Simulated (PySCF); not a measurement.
System: Cl₂Si.

Input

```
{"job": {"kind": "nmr", "xc": "PBE0", "basis": "pcSseg-2"}, "charge": 0, "multiplicity": 1}
Si    -0.028527     0.556842    -0.691022
Cl    -0.443439     0.838819     1.337766
Cl     0.589833    -1.440359    -0.708584
```

Run with:

```sh
OMP_NUM_THREADS=1 python cluster_run.py task.json out
```

Geometry: PBE0-D3(BJ)/def2-SVP.

Computed with PBE0/pcSseg-2, SCF density, gas phase, non-relativistic (PySCF).

**Predict the electron density and electron localisation function between the atoms.**

Si–Cl (2.09 Å): ρ is about 0.86 e/Å³ halfway; the ELF peaks at about 0.85 between the atoms: a polar covalent bond.

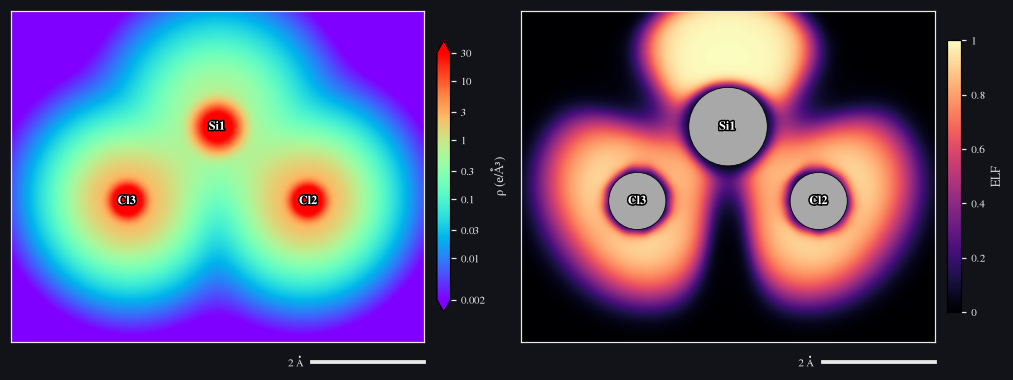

Computed electron density and electron localisation function on the molecular plane, in this order. Grey discs cover the atomic cores in the ELF map. 
